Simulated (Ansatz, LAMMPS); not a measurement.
# Glassy 68SiO2-14MgO-11ZnO-7BaO (mol %) (75 atoms): geometry optimisation, part 2 of 3

How does glassy 68SiO2-14MgO-11ZnO-7BaO (mol %) (75 atoms) relax, and what do bonds, charges and levels look like afterwards?

Ansatz 0.2.0; Kohn-Sham DFT, PBE, PAW (set soft_2), plane waves.

The cell: 19 Si, 4 Mg, 3 Zn, 2 Ba and 47 O. The quench rate of 25 K/ps is many orders above laboratory rates. The network of bonds at the start is that of the classical potential that made the cell. Only the Γ point is sampled, in a cell whose shortest periodic width is 10 Å. No spin–orbit coupling is included.

So far. Step 3 (Single point at the start): Neighbours are counted within 2.16 Å (O-Si), 2.62 Å (O-Mg), 2.33 Å (O-Zn), 3.29 Å (O-Ba).

## 4. Relaxation

The atoms are relaxed in the fixed cell, aiming at the force tolerance of the input.

input.yaml

```yaml
crystal:
  lattice:
    - [9.9253, 0.0, 0.0]
    - [0.0, 9.9253, 0.0]
    - [0.0, 0.0, 9.9253]
  atoms:
    [... the 75 atom lines of step 3 ...]
kpoints:
  mp_grid: { grid: [1, 1, 1] }
hamiltonian:
  xc: pbe
scf:
  occupations: { method: fixed }
output:
  forces: true
relax:
  f_tol: 0.05
  max_steps: 200
```

Started as:

```bash
$ ansatz run input.yaml --threads 4 --pin off --max-ram 8192MiB --backend cpu --events-out ev --progress --plain --runs-dir out
```

Numbers of over 12 decimals in the logs are rounded to 6 here.

Log:

```text
[...]
Crystal: 75 atoms, lattice volume = 977.757 Å³
Basis set: ecut = 420 eV, 19213 PW (Γ), exchange–correlation on 144×144×144 points (8 copies of the dense FFT grid, shifted against one another)
Bands: 302, of which v1, the nominal top of the filled ones, is band 227 counted from 1 (226 counted from 0)
Symmetry: 1 space group operations
[...]
k-points: 1
[...]
SCF iter   1: F=—  HF=-68377.113870 eV  |F-HF|=—  |Δ(HF+E_count)|=         —  Δρ=2.11e-3  dr2=5.43e-2  ethr=1.77e-3  ⟨swp⟩=5.0  Hψ=1033  notcnv=0  defer=72
[...]
SCF iter   3: F=—  HF=-68377.117071 eV  |F-HF|=—  |Δ(HF+E_count)|=   1.82e-3  Δρ=4.84e-4  dr2=3.45e-3  ethr=2.91e-6  ⟨swp⟩=2.0  Hψ=404  notcnv=0  defer=66
automatic band count: iteration 3 solves 295 bands in place of 302: the levels show a gap, and the empty bands left out lie too high to hold charge; the band table lists the bands solved (type scf.n_extra_bands for more)
SCF iter   4: F=—  HF=-68377.117005 eV  |F-HF|=—  |Δ(HF+E_count)|=   6.59e-5  Δρ=1.52e-4  dr2=2.84e-4  ethr=7.61e-7  ⟨swp⟩=2.0  Hψ=404  notcnv=0  defer=66
[...]
SCF iter   6: F=-68377.117039 eV  HF=-68377.117040 eV  |F-HF|=4.32e-7  |Δ(HF+E_count)|=   8.28e-7  Δρ=3.15e-5  dr2=8.73e-6  ethr=1.38e-8  ⟨swp⟩=4.0  Hψ=880  notcnv=0
SCF 1 converged in 6 iterations: F = -68377.117039 eV  dr2 = 8.73e-6
[...]
relax step   1: F+E_penalty+E_count = -68377.11703921 eV  Δ(F+E_penalty+E_count) = +0.000e0 eV  max|allowed force component| = 2.550e0 eV/Å  Δτ_max = 0.0000 Å  (6 SCF iters, dr2 threshold 6.25e-5 eV, accepted)
[... from here on, the SCF cycles and remarks between the steps are left out ...]
relax step   2: F+E_penalty+E_count = -68378.90327435 eV  Δ(F+E_penalty+E_count) = -1.786e0 eV  max|allowed force component| = 1.804e0 eV/Å  Δτ_max = 0.1979 Å  (7 SCF iters, dr2 threshold 1.00e-4 eV, accepted)
relax step   3: F+E_penalty+E_count = -68380.01291036 eV  Δ(F+E_penalty+E_count) = -1.110e0 eV  max|allowed force component| = 5.926e-1 eV/Å  Δτ_max = 0.1953 Å  (7 SCF iters, dr2 threshold 1.00e-4 eV, accepted)
relax step   4: F+E_penalty+E_count = -68380.31390083 eV  Δ(F+E_penalty+E_count) = -3.010e-1 eV  max|allowed force component| = 5.798e-1 eV/Å  Δτ_max = 0.2000 Å  (7 SCF iters, dr2 threshold 3.79e-5 eV, accepted)
relax step   5: F+E_penalty+E_count = -68380.28439770 eV  Δ(F+E_penalty+E_count) = +2.950e-2 eV  max|allowed force component| = 7.412e-1 eV/Å  Δτ_max = 0.2000 Å  (7 SCF iters, dr2 threshold 3.63e-5 eV, rejected (line search))
relax step   6: F+E_penalty+E_count = -68380.43683904 eV  Δ(F+E_penalty+E_count) = -1.229e-1 eV  max|allowed force component| = 1.734e-1 eV/Å  Δτ_max = 0.0974 Å  (11 SCF iters, accepted)
relax step   7: F+E_penalty+E_count = -68380.45329177 eV  Δ(F+E_penalty+E_count) = -1.645e-2 eV  max|allowed force component| = 1.934e-1 eV/Å  Δτ_max = 0.0367 Å  (6 SCF iters, dr2 threshold 2.69e-6 eV, accepted)
relax step   8: F+E_penalty+E_count = -68380.45644243 eV  Δ(F+E_penalty+E_count) = -3.151e-3 eV  max|allowed force component| = 3.426e-1 eV/Å  Δτ_max = 0.1149 Å  (8 SCF iters, dr2 threshold 3.34e-6 eV, accepted)
relax step   9: F+E_penalty+E_count = -68380.49484108 eV  Δ(F+E_penalty+E_count) = -3.840e-2 eV  max|allowed force component| = 2.036e-1 eV/Å  Δτ_max = 0.0726 Å  (5 SCF iters, dr2 threshold 1.00e-4 eV, accepted)
relax step  10: F+E_penalty+E_count = -68380.53394903 eV  Δ(F+E_penalty+E_count) = -3.911e-2 eV  max|allowed force component| = 2.511e-1 eV/Å  Δτ_max = 0.2000 Å  (7 SCF iters, dr2 threshold 1.46e-5 eV, accepted)
relax step  11: F+E_penalty+E_count = -68380.52835380 eV  Δ(F+E_penalty+E_count) = +5.595e-3 eV  max|allowed force component| = 3.922e-1 eV/Å  Δτ_max = 0.2000 Å  (7 SCF iters, dr2 threshold 2.23e-5 eV, rejected (line search))
relax step  12: F+E_penalty+E_count = -68380.58009574 eV  Δ(F+E_penalty+E_count) = -4.615e-2 eV  max|allowed force component| = 1.188e-1 eV/Å  Δτ_max = 0.1000 Å  (9 SCF iters, accepted)
relax step  13: F+E_penalty+E_count = -68380.59630716 eV  Δ(F+E_penalty+E_count) = -1.621e-2 eV  max|allowed force component| = 8.132e-2 eV/Å  Δτ_max = 0.1000 Å  (7 SCF iters, dr2 threshold 3.16e-6 eV, accepted)
relax step  14: F+E_penalty+E_count = -68380.52041583 eV  Δ(F+E_penalty+E_count) = +7.589e-2 eV  max|allowed force component| = 5.315e-1 eV/Å  Δτ_max = 0.1453 Å  (10 SCF iters, rejected (line search))
relax step  15: F+E_penalty+E_count = -68380.59857937 eV  Δ(F+E_penalty+E_count) = -2.272e-3 eV  max|allowed force component| = 1.519e-1 eV/Å  Δτ_max = 0.0697 Å  (10 SCF iters, accepted)
relax step  16: F+E_penalty+E_count = -68380.60278066 eV  Δ(F+E_penalty+E_count) = -4.201e-3 eV  max|allowed force component| = 4.870e-2 eV/Å  Δτ_max = 0.0750 Å  (6 SCF iters, dr2 threshold 1.08e-5 eV, accepted)
relax step  17: F+E_penalty+E_count = -68380.60278241 eV  Δ(F+E_penalty+E_count) = -1.755e-6 eV  max|allowed force component| = 4.874e-2 eV/Å  Δτ_max = 0.0000 Å  (4 SCF iters, accepted)
SCF converged after 4 iterations
Free energy (F): -68380.602782 eV
[...]
Internal energy: -68380.602782 eV  (E = F + TS)
E sigma→0 (E₀):  -68380.602782 eV
Fermi energy:    4.418325 eV
[...]
--- Forces (eV/Å), atoms counted from 1 ---
  atom   1  Si    -0.02799868     0.00569837    -0.02055625
  atom   2  Si    -0.01223057    -0.00303087    -0.01444471
  atom   3  Si     0.04422767    -0.04873756     0.03907901
  atom   4  Si    -0.00761357     0.02341847    -0.03369577
  atom   5  Si     0.04409688    -0.03635746    -0.04564006
  atom   6  Si    -0.01765860     0.01758157     0.01305844
  atom   7  Si     0.00164598    -0.02542425     0.03828364
  atom   8  Si     0.02389344    -0.03912621    -0.01946655
  atom   9  Si    -0.00773292     0.02110538     0.02172986
  atom  10  Si     0.01866515     0.00740091     0.03505591
  atom  11  Si     0.02830682    -0.01348770     0.00475875
  atom  12  Si     0.00394552     0.02108135    -0.02393839
  atom  13  Si     0.01849562     0.00682349    -0.02153234
  atom  14  Si    -0.02607224    -0.01173647    -0.02347344
[...]
atom  74  O     -0.02276590     0.02063533     0.01412878
  atom  75  O      0.00001311    -0.00335890    -0.01464015
  max |Σ_I F_I| component: 2.31e-4 eV/Å
--- Relaxed structure (17 steps of the walk, 14 accepted, 0 SCFs on fresh bases) ---
  F+E_penalty+E_count = -68380.60278241 eV   max|allowed force component| = 4.874e-2 eV/Å
  atoms:
    - { symbol: Si, position: [0.818439, 0.640807, 0.240990] }
    - { symbol: Si, position: [0.020362, 0.972062, 0.358780] }
    - { symbol: Si, position: [0.314280, 0.933558, 0.027005] }
    - { symbol: Si, position: [0.338750, 0.592756, 0.667774] }
[...]
- { symbol: O, position: [0.682264, 0.718804, 0.201368] }
```

It took 92 s on 4 threads of Arm Neoverse V2, shared host; peak memory 1.2 GiB.

The steps of the relaxation:

```tsv
step	energy less that of the first step (eV)	largest force component (eV/Å)
1	0.0000	2.5499
2	-1.7862	1.8042
3	-2.8959	0.5926
4	-3.1969	0.5798
5	-3.1674	0.7412
6	-3.3198	0.1734
7	-3.3363	0.1934
8	-3.3394	0.3426
9	-3.3778	0.2036
10	-3.4169	0.2511
11	-3.4113	0.3922
12	-3.4631	0.1188
13	-3.4793	0.0813
14	-3.4034	0.5315
15	-3.4815	0.1519
16	-3.4857	0.0487
17	-3.4857	0.0487
```

Relaxation steps 5, 11, 14 were tried and not accepted.

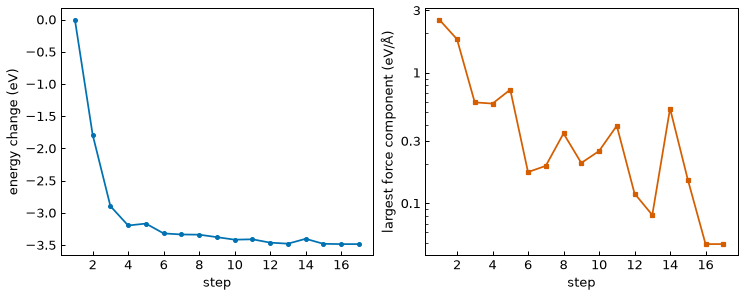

Energy and largest force along the relaxation.

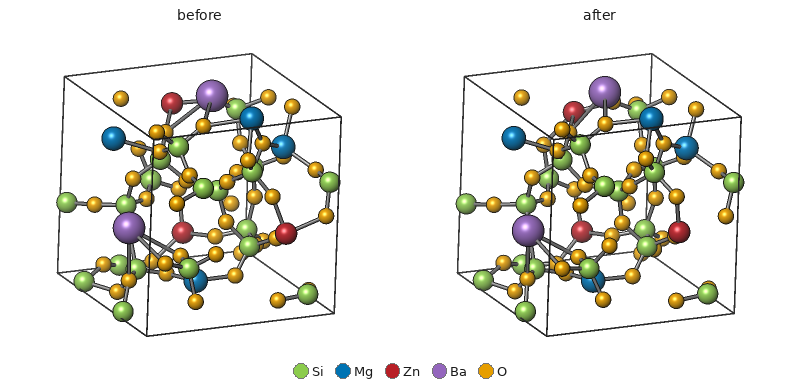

The structure before and after the relaxation, drawn at the same scale. Bonds to atoms that aren't drawn are left out.

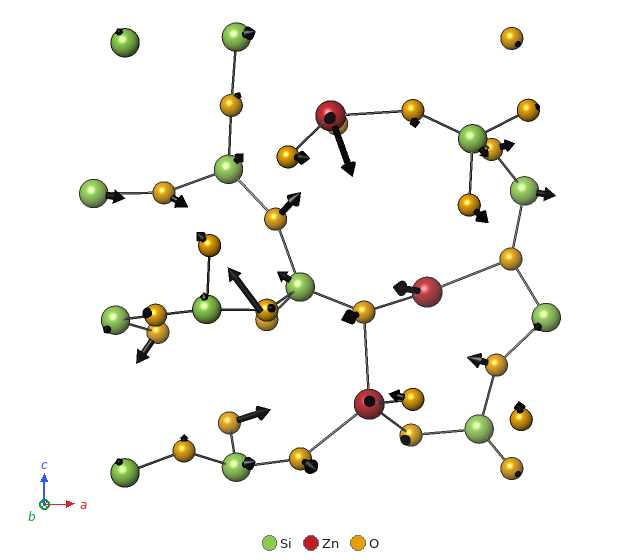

Displacements in the relaxation, exaggerated; the longest in the cell stands for 0.56 Å. Drawn is a slice 5 Å thick, seen along the normal of the ac plane. Bonds to atoms that aren't drawn are left out.

The atoms that moved most (Å):

```tsv
atom	dx	dy	dz	length
Zn26	0.187	0.134	-0.508	0.558
O74	-0.325	0.076	0.440	0.553
Ba27	-0.239	0.301	0.115	0.401
O37	0.319	-0.149	0.117	0.371
Zn25	-0.235	0.279	0.016	0.365
O65	0.191	-0.185	0.188	0.325
O35	0.184	-0.147	0.220	0.323
O30	0.074	-0.295	0.090	0.317
```

The relaxation changed the energy by -46.5 meV/atom, and atoms moved by 0.20 Å r.m.s., 0.56 Å at most.

## 5. Local order after relaxation

Bonds before and after, by the cutoffs listed below:

```tsv
pair	bonds before	bonds after	mean before (Å)	mean after (Å)	spread before (Å)	spread after (Å)
O-Si	77	77	1.625	1.650	0.049	0.038
O-Mg	18	18	2.071	2.032	0.120	0.102
```

Density 3.15 g/cm³, 13.04 Å³ an atom.

g(r), total and by pair (bins of 0.2 Å):

```tsv
r (Å)	total	O-O	O-Si	O-Mg	O-Zn	O-Ba	Si-Si
1.50	0.22	0.00	0.70	0.00	0.00	0.00	0.00
1.70	3.70	0.00	11.66	0.00	0.00	0.00	0.00
1.90	0.41	0.00	0.00	3.85	2.98	0.00	0.00
2.10	0.49	0.00	0.00	4.79	3.33	0.00	0.00
2.30	0.16	0.12	0.00	0.40	1.60	0.00	0.00
2.50	0.54	1.25	0.00	0.00	0.87	0.00	0.00
2.70	1.84	4.11	0.12	0.27	0.40	3.87	0.00
2.90	0.74	1.27	0.10	0.47	0.00	2.02	0.49
3.10	0.97	0.80	0.26	0.42	0.58	0.91	4.53
3.30	0.99	1.01	0.67	0.39	0.76	1.13	1.62
3.50	0.89	0.80	1.20	1.02	0.46	0.32	0.17
3.70	0.98	0.61	1.56	0.76	1.39	0.61	0.15
3.90	1.16	0.86	1.57	1.23	1.08	0.53	1.13
4.10	1.11	0.56	1.81	1.47	0.83	1.22	0.88
4.30	1.20	0.84	1.70	1.36	1.66	1.56	1.05
4.50	1.01	0.80	0.95	1.84	1.63	1.03	1.60
4.70	0.84	0.76	0.71	1.30	1.25	0.94	0.77
4.90	1.17	1.58	0.80	0.68	0.79	1.72	1.27
```

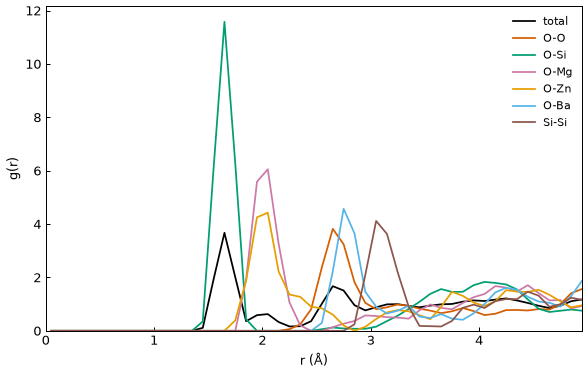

Pair distribution functions, lightly smoothed.

Bonds by pair of elements; cutoffs follow the first minimum of g(r), held within bounds set by covalent radii, and pairs that aren't listed don't count as bonded:

```tsv
pair A-B	cutoff (Å)	bonds	mean length (Å)	spread (Å)	shortest (Å)	B about A	A about B
O-Si	2.12	77	1.65	0.038	1.58	1.64	4.05
O-Mg	2.52	18	2.03	0.102	1.90	0.383	4.5
O-Zn	2.38	12	2.06	0.138	1.87	0.255	4
O-Ba	3.29	14	2.85	0.164	2.60	0.298	7
```

The cutoffs for O-Zn and O-Ba fall short of the minimum of g(r), so counts run low and odd coordinations can be artefacts.

How many atoms have how many bonded neighbours:

```tsv
element	mean	2	3	4	5	6	8
Ba	7	0	0	0	0	1	1
Mg	4.5	0	0	2	2	0	0
O	2.57	22	23	2	0	0	0
Si	4.05	0	0	18	1	0	0
Zn	4	0	0	3	0	0	0
```

Bond angles, per cent of each kind in bins of 5°:

```tsv
angle (°)	O-Si-O	O-Ba-O	O-Mg-O	Si-O-Si	Mg-O-Si
50–55	0.0	7.0	0.0	0.0	0.0
55–60	0.0	4.7	0.0	0.0	0.0
60–65	0.0	4.7	0.0	0.0	0.0
65–70	0.0	7.0	3.1	0.0	0.0
70–75	0.0	4.7	0.0	0.0	0.0
75–80	0.0	7.0	6.2	0.0	0.0
80–85	0.8	9.3	6.2	0.0	0.0
85–90	1.7	9.3	6.2	0.0	0.0
90–95	1.7	4.7	18.8	0.0	9.5
95–100	2.5	2.3	6.2	0.0	0.0
100–105	16.9	0.0	9.4	0.0	4.8
105–110	37.3	2.3	6.2	0.0	14.3
110–115	22.9	0.0	9.4	0.0	9.5
115–120	8.5	4.7	9.4	0.0	19.0
120–125	5.1	4.7	0.0	6.7	19.0
125–130	1.7	0.0	0.0	3.3	0.0
130–135	0.0	9.3	0.0	23.3	14.3
135–140	0.0	4.7	0.0	20.0	9.5
140–145	0.0	4.7	6.2	13.3	0.0
145–150	0.0	7.0	3.1	16.7	0.0
150–155	0.0	0.0	6.2	0.0	0.0
155–160	0.0	0.0	0.0	6.7	0.0
160–165	0.0	2.3	0.0	3.3	0.0
165–170	0.8	0.0	3.1	3.3	0.0
170–175	0.0	0.0	0.0	3.3	0.0
```

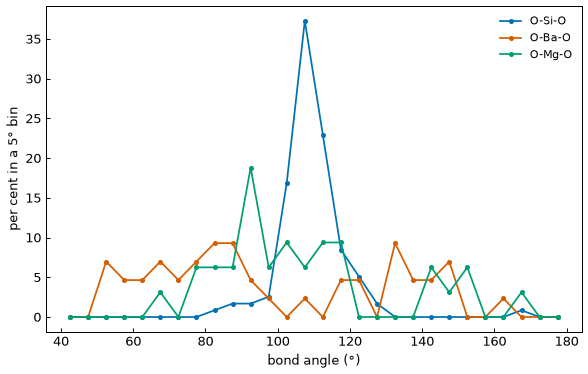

Distributions of the most common bond angles.

Bond angles (no mean is given where the spread exceeds 20°):

```tsv
angle	count	mean (°)	spread (°)
O-Si-O	118	109	9.1
O-Ba-O	43	-	-
O-Mg-O	32	-	-
Si-O-Si	30	142	11.9
Mg-O-Si	21	118	13
```

Oxygen atoms by the number of network formers (Si, P, Ge, B, Al, As, Ga) bound to them:

```tsv
network formers bound to O	O atoms	per cent
0	0	0
1	17	36.2
2	30	63.8
```

Network units: each former by its oxygen neighbours and how many of them bridge to another former:

```tsv
former	O neighbours	bridging O	atoms
Si	4	1	1
Si	4	2	1
Si	4	3	12
Si	4	4	4
Si	5	5	1
```

Bond length by coordination (bonds to H left out):

```tsv
element	coordination	atoms	mean bond length (Å)
Ba	6	1	2.77
Ba	8	1	2.91
Mg	4	2	1.96
Mg	5	2	2.09
O	2	22	1.65
O	3	23	2.00
O	4	2	2.21
Si	4	18	1.65
Si	5	1	1.73
```

Rings of the network by King's shortest-path rule, up to 12 atoms, one path for each pair of neighbours; H, halogens, alkali and alkaline-earth atoms are left out, and the last column divides by all other atoms, bonded or not:

```tsv
ring size (atoms)	rings	per network atom
8	8	0.116
10	8	0.116
12	13	0.188
```

First main peaks of g(r), for some of the pairs, lie near 2.7 Å (O-O), 1.6 Å (O-Si), 2.0 Å (O-Mg), 2.0 Å (O-Zn), 2.8 Å (O-Ba) and 3.1 Å (Si-Si). The O-Si-O angle averages 109° with a spread of 9°. Counting bonds to Si alone, not to Zn, 64 % of the oxygens join two of these atoms and 36 % one. The commonest Si unit has 4 oxygens, 3 of them shared with other formers (12 of 19 atoms). Rings of 12 atoms are the most common (45 % of those counted); sizes run from 8 to 12, where the search stops.

(Part 2 of 3 ends here.)

[Logs are printed without paths, hosts, clocks, repeated set-up lines and the standing remarks that a program may print on its own settings, such as how far it seeks lower states.]

[Hosts, paths, dates, database ids (printed as entryN), source tags and the programs' standing remarks are cut or masked in the printed files.]
